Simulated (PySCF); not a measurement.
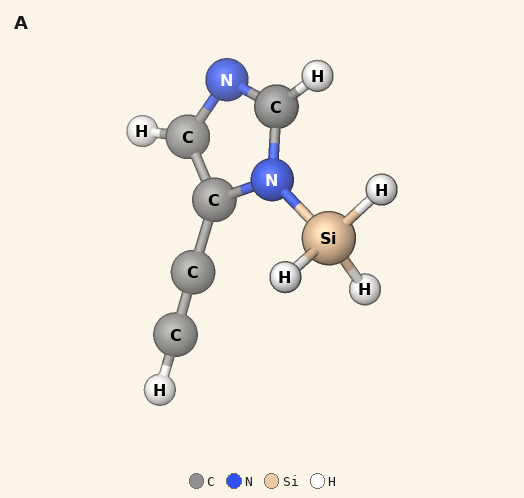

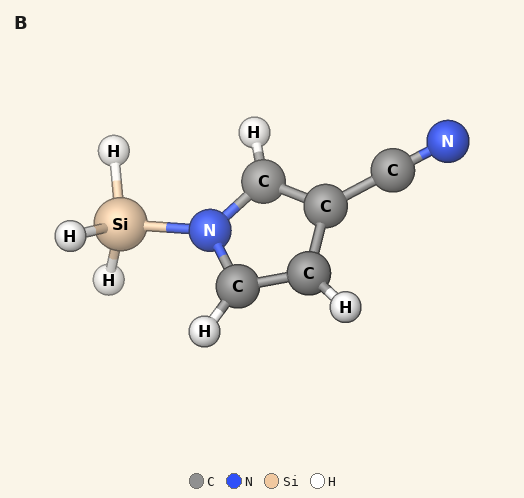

Depth is shown by fading: the farther an atom, the more it takes the colour of the background. The computed structure is the end point of a PBE0-D3(BJ)/def2-SVP optimisation. No frequency run is at hand to confirm it as a minimum.

> How are A and B related: the same structure turned, mirror images, conformers, diastereomers or constitutional isomers?

They are constitutional isomers of C5H6N2Si: A is C#Cc1cncn1[SiH3], B is N#Cc1ccn([SiH3])c1
